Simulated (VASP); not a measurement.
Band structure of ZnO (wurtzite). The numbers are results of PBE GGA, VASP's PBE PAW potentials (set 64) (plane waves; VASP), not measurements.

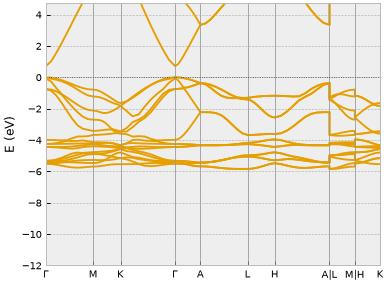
Figure. Bands along high-symmetry lines, zero at the valence-band maximum or, without a gap, the Fermi level

Question: Read the plot: is there a gap, and where are the band edges?

Answer: The gap is direct, 0.72 eV, from the valence maximum at Γ to the conduction minimum at Γ. (Edges off the drawn lines would not show.)

Measured: gap 3.60 eV (computed value off by -2.88 eV), as given by Wei Chen et al., Physical Review Materials (2018), doi:10.1103/physrevmaterials.2.073803 [zero-point renormalisation of 0.16 eV added back (the table's ZPR column)].

The compound is ZnO in the wurtzite structure. It was relaxed first.
